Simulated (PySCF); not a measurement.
# BClO (boron chloride oxide): PBE/STO-3G

What is the vertical singlet–triplet gap of BClO (boron chloride oxide) at PBE/STO-3G? The job is set up through a Python script.

Program for the calculation: PySCF 2.14.0.

14 further runs of the same task are left out: 4 that didn't finish, 10 set aside as unsound or not needed.

## (1) The molecule

BClO: 3 atoms, total charge 0, spin state singlet. As SMILES, `O=BCl`. The coordinates come from a GFN2-xTB relaxation.

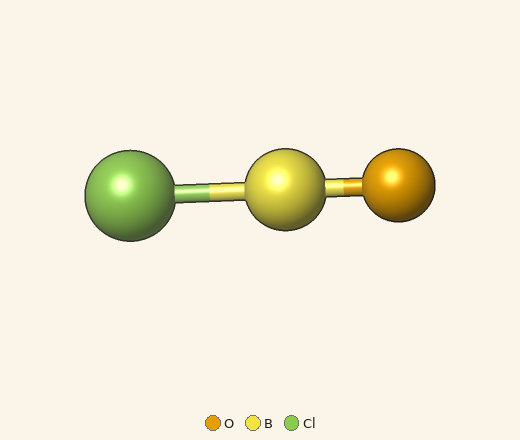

The structure, seen from a chosen angle (oxygen amber, boron yellow, chlorine green).

## (2) A single-point energy at PBE/STO-3G

input.py reads:

```python
from pyscf import gto, dft

mol = gto.M(
    atom='O 1.019560 0.606200 0.626990; B 0.113080 0.066620 0.069470; Cl -1.132640 -0.672810 -0.696460',
    spin=0,
    basis='sto-3g',
    max_memory=1860,
    charge=0,
    verbose=3,
)

calc0 = dft.RKS(mol, xc='pbe')
calc0.grids.level = 5
calc0.conv_tol = 1e-10
calc0.kernel()
if not calc0.converged:
    calc0 = calc0.newton().run(calc0.mo_coeff, calc0.mo_occ)

e_tot = calc0.e_tot
print(f'total energy: {e_tot:.8f} hartree')
```

Launch:

```bash
$ OMP_NUM_THREADS=1 python input.py
```

Output:

```text
converged SCF energy = -553.666273334403
total energy: -553.66627333 hartree
```

It took 2.4 s on 1 thread of Arm Neoverse V1, shared host; peak memory 0.19 GiB.

## (3) The triplet at the same level

input.py reads:

```python
from pyscf import gto, dft

molecule = gto.M(
    atom='''
O        1.019560       0.606200       0.626990
B        0.113080       0.066620       0.069470
Cl      -1.132640      -0.672810      -0.696460
''',
    max_memory=1860,
    verbose=3,
    basis='sto-3g',
    charge=0,
    spin=2,
)

myscf = dft.UKS(molecule)
myscf.xc = 'pbe'
myscf.conv_tol = 1e-10
myscf.grids.level = 5
myscf.kernel()
if not myscf.converged:
    myscf = myscf.newton().run(myscf.mo_coeff, myscf.mo_occ)

energy = myscf.e_tot
print('Final energy', energy)
```

Launch:

```bash
$ OMP_NUM_THREADS=1 python input.py
```

Output:

```text
WARN: HOMO 0.0312180700486433 >= LUMO -0.367649375660231

WARN: HOMO 0.150963875927982 >= LUMO 0.0270174653400208

WARN: HOMO 0.157854997309688 >= LUMO -0.114772921104833

WARN: HOMO 0.0771756540120534 >= LUMO -0.187258969453686

WARN: HOMO 0.0812850214730859 >= LUMO -0.188418887440046

WARN: HOMO 0.0750454106272599 >= LUMO -0.192379440045653

WARN: HOMO 0.0750191983508713 >= LUMO -0.192847633995395

WARN: HOMO 0.0749981503218848 >= LUMO -0.192885014749179

WARN: HOMO 0.0749946114035654 >= LUMO -0.192889080942424

WARN: HOMO 0.0749945571356481 >= LUMO -0.192888436062642

WARN: HOMO 0.0749947401045606 >= LUMO -0.192888205562518

WARN: HOMO 0.0749949542081704 >= LUMO -0.192888211543502

converged SCF energy = -553.366346163718  <S^2> = 2.0021036  2S+1 = 3.0014021
Final energy -553.3663461637182
```

It took 4.2 s on 1 thread of Arm Neoverse V1, shared host; peak memory 0.2 GiB.

## (4) What came out

Level: PBE/STO-3G.

```
                                        quantity          value
                           singlet: total energy  -553.66627 Eh
                          singlet: dipole moment         0.41 D
                            singlet: HOMO energy       -6.19 eV
                            singlet: LUMO energy        2.94 eV
                          singlet: HOMO–LUMO gap        9.13 eV
                           triplet: total energy  -553.36635 Eh
                          triplet: dipole moment         0.15 D
                                   triplet: ⟨S²⟩          2.002
vertical energy of the triplet above the singlet       8.161 eV
```

In words: At this shape the triplet lies 8.16 eV (188 kcal/mol) above the singlet. In a minimal basis such a difference can be off by several eV, whatever the method. Mulliken charges (singlet) run from -0.18 on O1 to +0.28 on B2.
